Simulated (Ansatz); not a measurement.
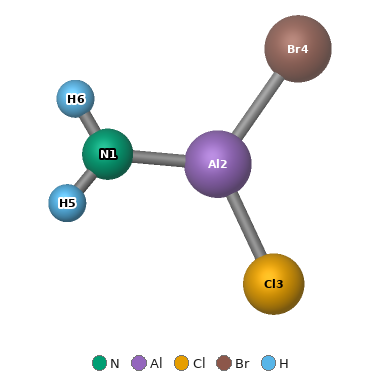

The system is AlBrClH2N, SMILES [NH2][Al]([Cl])[Br]; the picture shows the reference structure. Coordinates scanned: (1) umbrella angle at Al2 (between each of its bonds and their common axis; 90 is planar); (2) change of the bonds Al2–N1, Al2–Cl3, Al2–Br4, all alike. Nothing is relaxed (all other coordinates rigid). Grid: 9 × 9 points; 45 points were computed and 36 follow by symmetry. Points are written as (first, second). All energies are given in kJ/mol relative to the relaxed molecule at the same level. Level of theory: RKS r2SCAN-D4/def2-SVP (Ansatz 0.2.0).

Its coordinates:

```xyz
6

N    -0.0610    1.0311   -0.0532
Al    0.0762   -0.7160    0.0471
Cl    1.4123   -1.5740    1.4156
Br   -1.1737   -2.0211   -1.2842
H     0.4685    1.6865    0.5134
H    -0.6801    1.5295   -0.6847
```

Range: umbrella angle at Al2 (between each of its bonds and their common axis; 90 is planar) from 66 to 114°; change of the bonds Al2–N1, Al2–Cl3, Al2–Br4, all alike from −0.224 to 0.345 Å.

### Predict the map.

The lowest grid point is at (90°, −0.010 Å), 0.31 kJ/mol from the relaxed molecule at the same level. It is the only kind of minimum in the scanned range. The highest grid point, (66°, −0.224 Å), lies 387 kJ/mol above the lowest. Round the minimum the two coordinates are nearly uncoupled.

```tsv
second ↓, first →	66	72	78	84	90	96	102	108	114
0.345	297	265	242	228	224	228	242	265	297
0.274	238	201	175	160	155	160	175	201	238
0.203	186	145	116	99	93	99	116	145	186
0.132	147	100	68	50	44	50	68	100	147
0.061	124	73	37	17	10	17	37	73	124
−0.010	126	69	30	8	0	8	30	69	126
−0.081	162	98	55	30	22	30	55	98	162
−0.152	243	171	124	97	88	97	124	171	243
−0.224	387	306	254	224	214	224	254	306	387
```

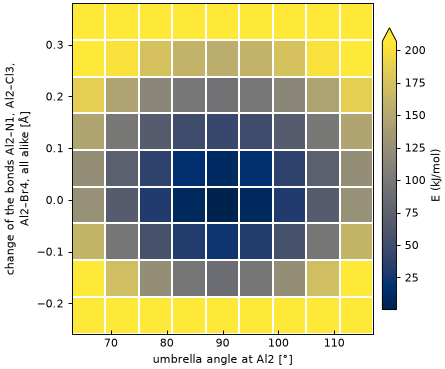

Drawn: one coloured cell a grid point, one colour for all values above the top of the scale.

Each point was launched as `ansatz run input.yaml --threads 1 --pin off --max-ram 2560MiB --backend cpu --events-out ev --progress --plain --runs-dir out`. The whole map (45 points run) took 7.3 min on 1 thread of Arm Neoverse V2 (shared host).
